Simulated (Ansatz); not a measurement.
```yaml
crystal:
  lattice:
    - [8.89836, 0.00000, 0.00000]
    - [0.00000, 8.89836, 0.00000]
    - [0.00000, 0.00000, 8.89836]
  atoms:
    - { symbol: Cr, position: [0.50000, 0.50000, 0.50000] }
    - { symbol: Tl, position: [0.00000, 0.00000, 0.00000] }
    - { symbol: I, position: [0.80247, 0.50000, 0.50000] }
    - { symbol: I, position: [0.19753, 0.50000, 0.50000] }
    - { symbol: I, position: [0.50000, 0.80247, 0.50000] }
    - { symbol: I, position: [0.50000, 0.19753, 0.50000] }
    - { symbol: I, position: [0.50000, 0.50000, 0.80247] }
    - { symbol: I, position: [0.50000, 0.50000, 0.19753] }
```

Space group Pm-3m; a structure generated by program, which may or may not match a known phase; spin-polarised.

The calculation used Ansatz, DFT PBE, scalar-relativistic, plane waves, PAW.

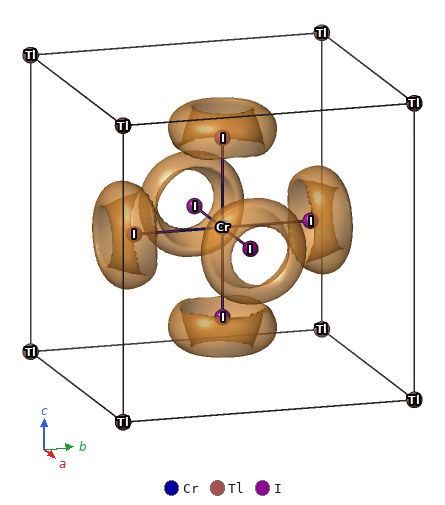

TlCrI6. Isosurface of the electron localisation function at 0.75 (orange), seen slightly off an axis. Core shells and regions of very low density are left out. Sticks mark near contacts.

**Where are the electrons localised?**

The surface consists of six regions wrapped around I (the valence shell of each), counted in one cell of 8 atoms. Regions shared between cells count once.

Values along the shortest contacts:
Cr–I (2.69 Å): the ELF peaks at about 0.75 in the valence shell of I, 1.2 Å from its nucleus, and is about 0.70 at the midpoint.
